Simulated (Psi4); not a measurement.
# BH3Cl− (SMILES [H][B-]([H])([H])Cl): PBE0/cc-pVTZ

Aim: the vertical ionisation energy of BH3Cl− at PBE0/cc-pVTZ, from 2 runs. 

The results are computed with Psi4 1.11.

2 further runs of the same task are left out: 2 set aside as unsound or not needed.

### 1 The system as given

BH3Cl−: 5 atoms, total charge -1, spin state singlet. As SMILES, `[H][B-]([H])([H])Cl`. The shape is that of a GFN2-xTB optimisation.

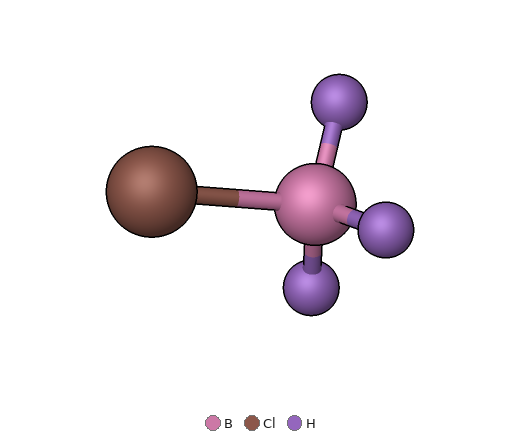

The structure, seen from a chosen angle (boron pink, chlorine brown, hydrogen purple).

### 2 Energy and forces at PBE0/cc-pVTZ

Input file job.py:

```python
import psi4

psi4.set_memory('1600 MB')
psi4.set_num_threads(1)
psi4.core.set_output_file('psi4.out', False)

geom = psi4.geometry("""
-1 1
B
Cl 1 1.874537
H 1 1.207075 2 106.66473
H 1 1.208179 3 112.08203 2 116.40969
H 1 1.206801 3 112.15052 4 127.13969
symmetry c1
no_reorient
no_com
""")

options = {'basis': 'cc-pVTZ', 'reference': 'rks', 'puream': True, 'e_convergence': 1e-09, 'd_convergence': 1e-08, 'scf_type': 'pk', 'dft_radial_points': 99, 'dft_spherical_points': 590}
psi4.set_options(options)

e = psi4.gradient('pbe0', molecule=geom)
print('gradient / Eh bohr^-1')
print(e.np.round(6))
```

The run is started by

```sh
$ python job.py
```

psi4.out:

```text
[...]
  Running in c1 symmetry.
[...]
  Nuclear repulsion =   42.139727934941362
[...]
  Multiplicity = 1
[...]
  Nalpha       = 13
  Nbeta        = 13
[...]
    Number of basis functions: 106
[...]
   @RKS iter   1:  -486.55046750879626   -2.94086e-01   5.29564e-03 ADIIS/DIIS
[...]
   @RKS iter   9:  -486.75754538249458   -2.67164e-11   6.75011e-09 DIIS
[...]
    Orbital Energies [Eh]
    ---------------------
    Doubly Occupied:
       1A   -101.472900     2A     -9.278218     3A     -7.010547
       4A     -7.006264     5A     -7.006264     6A     -6.525746
       7A     -0.594304     8A     -0.295998     9A     -0.145719
      10A     -0.145593    11A     -0.137332    12A     -0.061299
      13A     -0.061205
[...]
  @RKS Final Energy:  -486.75754538249458
   => Energetics <=
    Nuclear Repulsion Energy =             42.1397279349413623
    One-Electron Energy =                -760.4059176904522701
    Two-Electron Energy =                 256.8016702826836308
    DFT Exchange-Correlation Energy =     -25.2930259096672536
    Empirical Dispersion Energy =           0.0000000000000000
    VV10 Nonlocal Energy =                  0.0000000000000000
    Total Energy =                       -486.7575453824945839
[...]
 Multipole Moments:
 ------------------------------------------------------------------------------------
     Multipole            Electronic (a.u.)      Nuclear  (a.u.)        Total (a.u.)
 ------------------------------------------------------------------------------------
 L = 1.  Multiply by 2.5417464519 to convert [e a0] to [Debye]
 Dipole X            :          0.0031047           -0.0018228            0.0012819
 Dipole Y            :          0.0005518           -0.0002018            0.0003500
 Dipole Z            :          5.1151886           -3.9321733            1.1830153
 Magnitude           :                                                    1.1830160
[...]
  -Total Gradient:
     Atom            X                  Y                   Z
    ------   -----------------  -----------------  -----------------
       1        0.000477722634     0.000134463994     0.007372243296
       2       -0.000001784217     0.000013833708    -0.021883493624
       3       -0.000030268623    -0.005610171660     0.004881288960
       4        0.004500620320     0.002615276786     0.004731059874
       5       -0.004946288586     0.002846570781     0.004900410121
[...]
```

Standard output:

```text
gradient / Eh bohr^-1
[[ 4.7800e-04  1.3400e-04  7.3720e-03]
 [-2.0000e-06  1.4000e-05 -2.1883e-02]
 [-3.0000e-05 -5.6100e-03  4.8810e-03]
 [ 4.5010e-03  2.6150e-03  4.7310e-03]
 [-4.9460e-03  2.8470e-03  4.9000e-03]]
```

It took 33 s on 1 thread of Intel Xeon 6975P-C (Granite Rapids), shared host; peak memory 0.83 GiB.

### 3 Doublet neutral BH3Cl: the energy at UPBE0/cc-pVTZ

Input file calc.dat:

```
memory 1600 MB

molecule system {
  0 2
  B
  Cl 1 1.874537
  H 1 1.207075 2 106.66473
  H 1 1.208179 3 112.08203 2 116.40969
  H 1 1.206801 3 112.15052 4 127.13969
  symmetry c1
  no_reorient
  no_com
}

set globals {
  basis                cc-pVTZ
  reference            uks
  puream               true
  e_convergence        1e-09
  d_convergence        1e-08
  scf_type             pk
  dft_radial_points    99
  dft_spherical_points 590
  maxiter              200
}

e_tot, wfn = energy("pbe0", return_wfn=True)
oeprop(wfn, "WIBERG_LOWDIN_INDICES", "LOWDIN_CHARGES", "MULLIKEN_CHARGES")
```

The run is started by

```sh
$ psi4 -n 1 calc.dat calc.out
```

calc.out (excerpt; [...] marks lines left out):

```text
[...]
  Running in c1 symmetry.
[...]
  Nuclear repulsion =   42.139727934941362
[...]
  Multiplicity = 2
[...]
  Nalpha       = 13
  Nbeta        = 12
[...]
    Number of basis functions: 106
[...]
   @UKS iter   1:  -486.42745970227418   -1.71078e-01   4.84423e-03 DIIS/ADIIS
[...]
   @UKS iter  25:  -486.60844861257067   -2.61480e-12   1.40447e-09 DIIS
[...]
   @S^2 Observed:                7.555433897E-01
[...]
  @UKS Final Energy:  -486.60844861257067
   => Energetics <=
    Nuclear Repulsion Energy =             42.1397279349413623
    One-Electron Energy =                -753.2429347276738554
    Two-Electron Energy =                 249.5436897796539029
    DFT Exchange-Correlation Energy =     -25.0489315994920290
    Empirical Dispersion Energy =           0.0000000000000000
    VV10 Nonlocal Energy =                  0.0000000000000000
    Total Energy =                       -486.6084486125706690
[...]
 Multipole Moments:
 ------------------------------------------------------------------------------------
     Multipole            Electronic (a.u.)      Nuclear  (a.u.)        Total (a.u.)
 ------------------------------------------------------------------------------------
 L = 1.  Multiply by 2.5417464519 to convert [e a0] to [Debye]
 Dipole X            :         -0.1566070           -0.0018228           -0.1584298
 Dipole Y            :         -0.0838963           -0.0002018           -0.0840981
 Dipole Z            :          4.0606687           -3.9321733            0.1284953
 Magnitude           :                                                    0.2206434
[...]
  Mulliken Charges: (a.u.)
   Center  Symbol    Alpha    Beta     Spin     Total
       1     B     2.67757  2.62979  0.04778 -0.30736
       2    CL     8.74396  8.21072  0.53324  0.04532
       3     H     0.50558  0.42955  0.07603  0.06486
       4     H     0.57004  0.29510  0.27494  0.13485
       5     H     0.50284  0.43484  0.06801  0.06232
   Total alpha = 13.00000, Total beta = 12.00000, Total charge = -0.00000
  Lowdin Charges: (a.u.)
   Center  Symbol    Alpha    Beta     Spin     Total
       1     B     2.90563  2.69047  0.21516 -0.59610
[...]
```

Wall time 49 s (1 thread of Intel Xeon 6975P-C (Granite Rapids), shared host); peak memory 0.83 GiB.

### 4 Results

At PBE0/cc-pVTZ:

| quantity | value |
| --- | --- |
| singlet BH3Cl−: total energy | -486.75755 Eh |
| singlet BH3Cl−: HOMO energy | -1.67 eV |
| singlet BH3Cl−: LUMO energy | 7.20 eV |
| singlet BH3Cl−: HOMO–LUMO gap (to an unbound level, set by the basis) | 8.87 eV |
| singlet BH3Cl−: largest force on an atom | 1.125 eV/Å |
| doublet neutral BH3Cl: total energy | -486.60845 Eh |
| doublet neutral BH3Cl: dipole moment | 0.56 D |
| doublet neutral BH3Cl: HOMO energy (highest over α and β) | -8.49 eV |
| doublet neutral BH3Cl: LUMO energy (lowest over α and β) | -6.46 eV |
| doublet neutral BH3Cl: ⟨S²⟩ | 0.756 |
| vertical detachment energy (to the doublet neutral) | 4.057 eV |

The vertical ionisation energy comes to 4.06 eV (391 kJ/mol). The largest force (singlet BH3Cl−) is 1.13 eV/Å: the shape isn't a stationary point for this species at this level. −ε(HOMO) before ionisation, 1.67 eV, is 2.39 eV below this ionisation energy.
